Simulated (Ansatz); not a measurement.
Consider CH8Si2.

The calculation's input:

```
crystal:
  periodic: [false, false, false]
  atoms:
    - { symbol: Si, position_ang: [-0.464081, 0.044598, 0.932512] }
    - { symbol: Si, position_ang: [1.334477, -0.947156, 0.003156] }
    - { symbol: C, position_ang: [-1.060308, 0.952156, -0.64136] }
    - { symbol: H, position_ang: [-0.34701, 0.668806, -1.4193] }
    - { symbol: H, position_ang: [-1.46849, -0.950381, 1.461863] }
    - { symbol: H, position_ang: [-0.102655, 0.973661, 2.066337] }
    - { symbol: H, position_ang: [2.177355, 0.162647, -0.583676] }
    - { symbol: H, position_ang: [2.23354, -1.828698, 0.837854] }
    - { symbol: H, position_ang: [0.813322, -1.768791, -1.154544] }
    - { symbol: H, position_ang: [-1.042918, 2.056688, -0.538412] }
    - { symbol: H, position_ang: [-2.073232, 0.636269, -0.964329] }
basis:
  gaussian: { orbitals: def2-SVP }
hamiltonian:
  xc: pbe
relax:
  f_tol: 0.03
  max_steps: 50
output:
  orbitals: {}
```

Run with:

```sh
ansatz run input.yaml --threads 2 --pin off --max-ram 3072MiB --backend cpu --events-out ev --progress --plain --runs-dir out
```

The fields are those of the run's last geometry, not of the input's.

Theory: RKS PBE/def2-SVP in Ansatz.

Q: Predict the electron density and electron localisation function between the atoms.

A: C–Si (1.90 Å): the density is about 0.9 e/Å³ at the midpoint; the ELF peaks at about 0.95 between the atoms; a shared electron pair.
Si–Si (2.36 Å): the density is about 0.62 e/Å³ at the midpoint; the ELF peaks at about 1 between the atoms, as expected for a covalent bond.
C–H (1.11 Å): ρ is about 1.8 e/Å³ halfway; the ELF climbs to about 1 towards the hydrogen, as it does in any bond to H: an ordinary covalent bond to hydrogen.
Si–H (1.51 Å): ρ at the midpoint is about 0.74 e/Å³; the ELF climbs to about 1 towards the hydrogen.

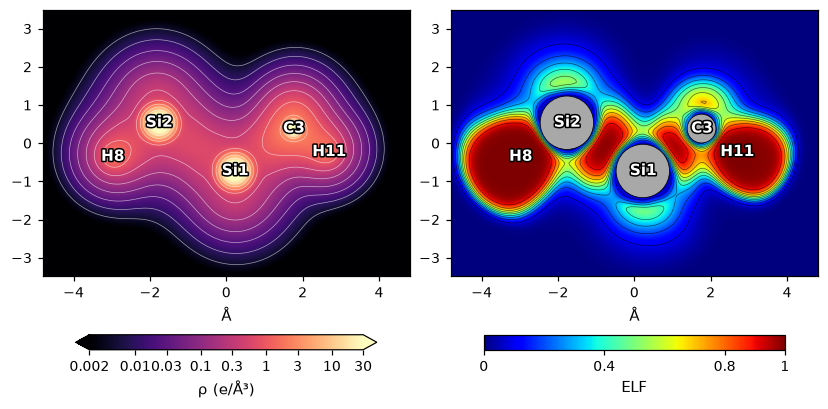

Computed electron density and electron localisation function on the plane of atoms Si1, C3 and H11, in this order. Grey discs cover the atomic cores in the ELF map. 
